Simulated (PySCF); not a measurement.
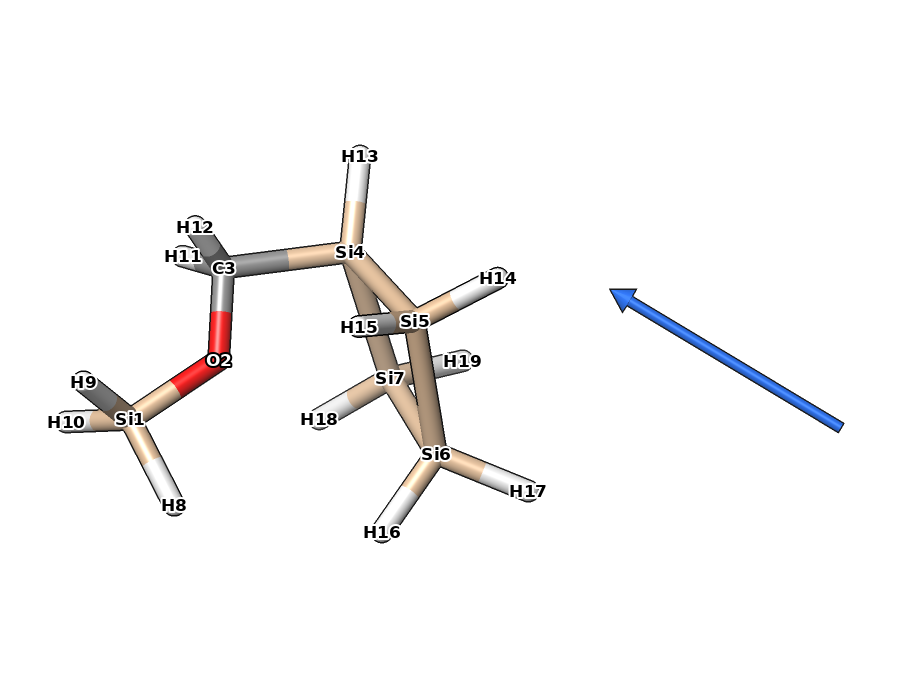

The arrow beside the molecule shows the direction of the dipole moment, from the negative to the positive end (its length means nothing). The computed structure is the end point of a GFN2-xTB optimisation. No frequency run is at hand to confirm it as a minimum. Level of theory: PBE0/pcSseg-1, gas phase (PySCF 2.14.0).

**Estimate the dipole moment.**

1.54 D; it points from the side of H17 to the side of H9, H10 (the outermost atoms at the two ends).

The geometry is semi-empirical. Around Si such bond lengths and angles can be off by a tenth of an ångström or more and by several degrees, and values that hang on the shape move with them.
